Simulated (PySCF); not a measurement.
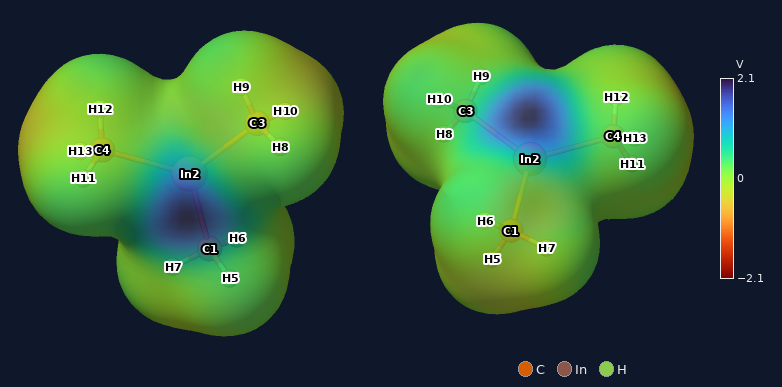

Figure 1: C3H9In, SMILES `C[In](C)C`. Electrostatic potential on the surface of electron density 0.001 a.u. (back view left, front view right).

Computed with PySCF, PBE0/def2-SVPD, geometry: GFN2-xTB. Core potentials replace the inner electrons of In; spin–orbit coupling isn't included. No frequency check shows the geometry to be a minimum. GFN2-xTB bond lengths at metals and heavier atoms can be off by up to 0.1 Å and shapes distorted, which carries into these values.

Question: Where are the extremes of the potential on the surface?

Answer: Highest: 2.01 V, over In2, off the plane of its three bonds (2.0 Å). Further maxima include 0.35 V, 1.4 Å from H13; 0.28 V, 1.3 Å from H9, and at like points elsewhere. Lowest: −0.45 V, near H5 (1.90 Å), H7 (1.97 Å), H6 (2.05 Å) and C1 (2.06 Å). The surface is sampled at points, so like sites can differ by a few per cent and only the strongest of them is named.

Question: What volume does the surface enclose, and what is the dipole moment?

Answer: About 137 Å³; the dipole moment is 0.0 D.
